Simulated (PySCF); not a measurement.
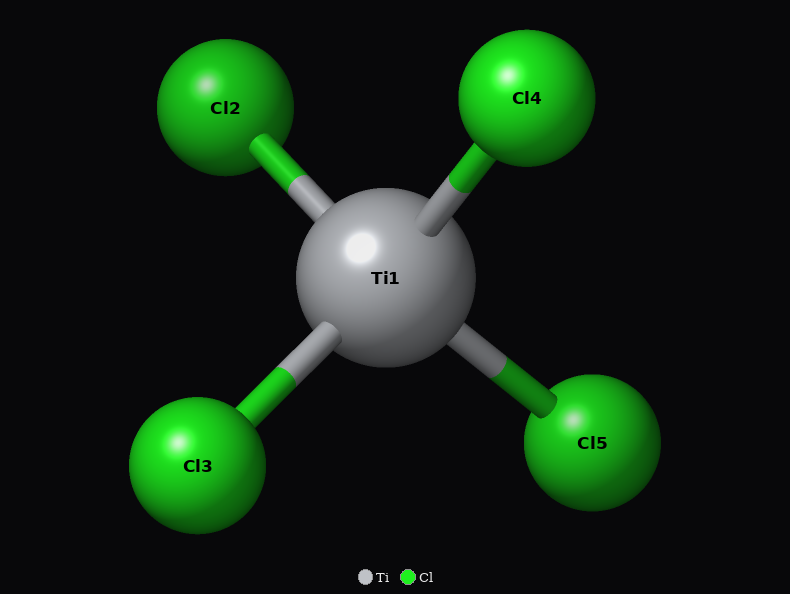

The species is neutral and a spin singlet. The computed structure is the end point of a PBE0-D3(BJ)/def2-SVP optimisation. No frequency run is at hand to confirm it as a minimum. Electric field gradients from the ground-state density, PBE0/pcSseg-1 (pcSseg-2 on Ti) (PySCF 2.14.0), non-relativistic apart from any core potentials.

Give the largest field-gradient component, the quadrupole coupling constant and the asymmetry for 35Cl at Cl2 (Q = −81.7 mb).

| atom | V_zz (a.u.) | e²qQ/h (MHz) | η |
| --- | --- | --- | --- |
| Cl2 | 0.679 | −13.03 | 0.00 |
